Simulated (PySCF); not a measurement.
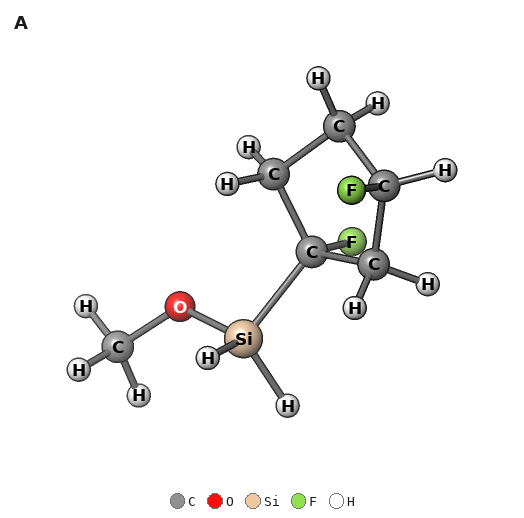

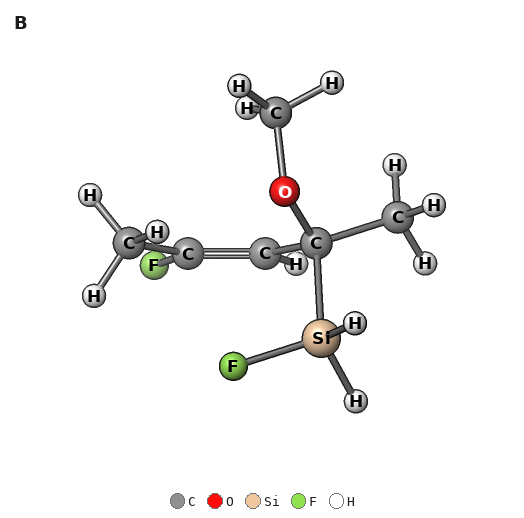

2 stationary structures of one formula. Geometries: GFN2-xTB. Electronic energies: PBE0/pcSseg-1 (PySCF 2.14.0), without zero-point energy. No frequency run is at hand to confirm each as a minimum. Each is one conformer, not always the lowest.

> Are they conformers, stereoisomers or constitutional isomers?

They are constitutional isomers of C6H12F2OSi: A `CO[SiH2][C@@]1(F)CC[C@@H](F)C1`, B `CO[C@](C)(/C=C(\C)F)[SiH2]F`.

> Rank them by energy, lowest first.

A is lowest; B lies 21.5 kJ/mol above it.

The geometry is semi-empirical. Around Si such bond lengths and angles can be off by a tenth of an ångström or more and by several degrees, and values that hang on the shape move with them.
